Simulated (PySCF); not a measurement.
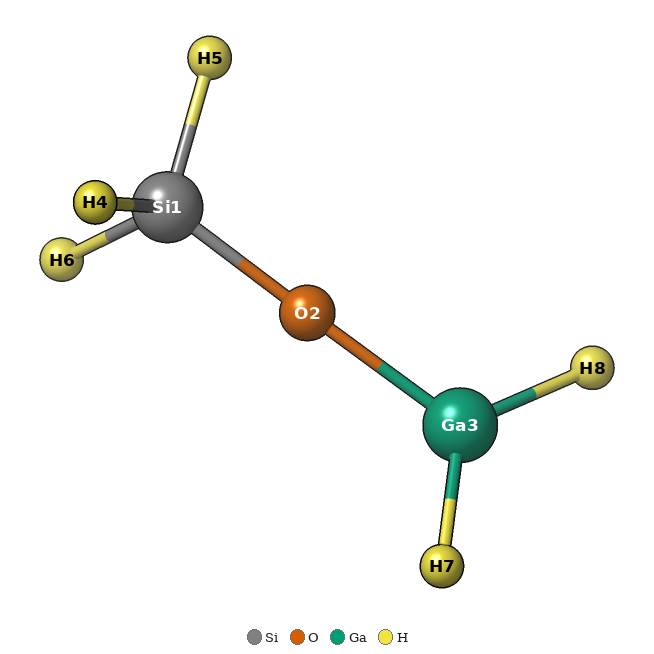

The geometry was computed by an optimisation with PBE0-D3(BJ)/def2-SVP. No frequency run is at hand to confirm it as a minimum. Method: delta-SCF UKS SCAN, pcX-2 on the ionised atom, pcseg-1 elsewhere, spin-free X2C (PySCF 2.14.0).

Give the core-electron binding energies (to vacuum; p and d levels without spin–orbit splitting) of Si1 1s, Si1 2p, O2 1s.

```tsv
atom	level	binding energy (eV)
Si1	1s	1847.1
Si1	2p	107.3
O2	1s	537.1
```
